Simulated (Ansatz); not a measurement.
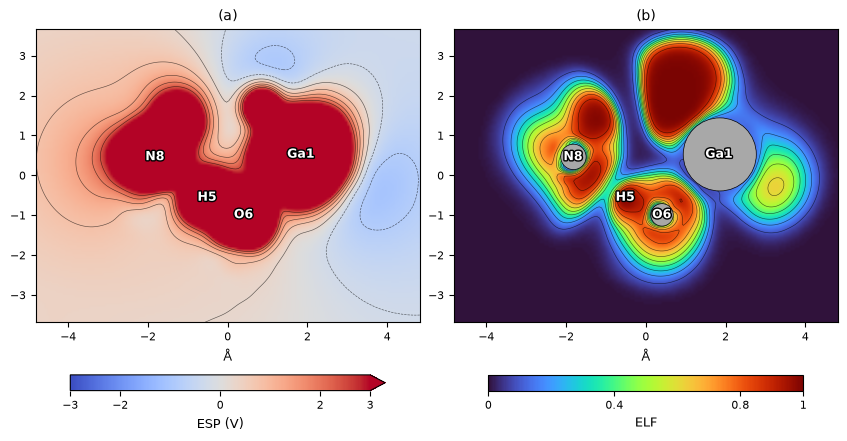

*GaH$_{5}$O···NH$_{3}$. (a) electrostatic potential; (b) electron localisation function on the plane of atoms Ga1, O6 and H5. Grey discs cover the atomic cores in the ELF map.*

The reactant side of a reaction path; geometry: PBE0-D4/def2-TZVP.

Theory: RKS PBE0-D4/def2-TZVPP (Ansatz 0.2.0).

Input

```
crystal:
  periodic: [false, false, false]
  atoms:
    - {symbol: Ga, position_ang: [-1.608760, 0.507173, -0.772547]}
    - {symbol: H, position_ang: [-0.345216, 0.285800, -1.719498]}
    - {symbol: H, position_ang: [-2.556094, -0.745134, -0.565429]}
    - {symbol: H, position_ang: [-2.219502, 1.955357, -0.705076]}
    - {symbol: H, position_ang: [0.343316, 0.008341, 0.865493]}
    - {symbol: O, position_ang: [-0.573000, 0.397629, 1.047221]}
    - {symbol: H, position_ang: [1.541999, -0.379440, -0.771995]}
    - {symbol: N, position_ang: [1.786678, -0.496357, 0.207780]}
    - {symbol: H, position_ang: [-1.028397, -0.178727, 1.666019]}
    - {symbol: H, position_ang: [2.079207, -1.456283, 0.342827]}
    - {symbol: H, position_ang: [2.579769, 0.101643, 0.405205]}
basis:
  gaussian: {orbitals: def2-TZVPP}
hamiltonian: {xc: pbe0, dispersion: d4}
output: {orbitals: {seedname: orbitals}}
```

Run with:

```sh
ansatz run in.yaml --threads 4 --pin off --events-out ev --progress --plain --max-ram 9574MiB
```

### Describe what can be read from this map.

The plane passes through Ga, H, O and N nuclei.
N8···H5 (1.66 Å): the ELF dips to about 0.35 between them: a closed-shell contact with the geometry of a hydrogen bond.
Ga–O (2.10 Å): the ELF peaks at about 0.90 in the valence shell of O, 0.6 Å from its nucleus, and is about 0.20 at the midpoint.
Outside the dense part of the complex the potential is most negative (−1.0 V) near H4, which lies off the plane.
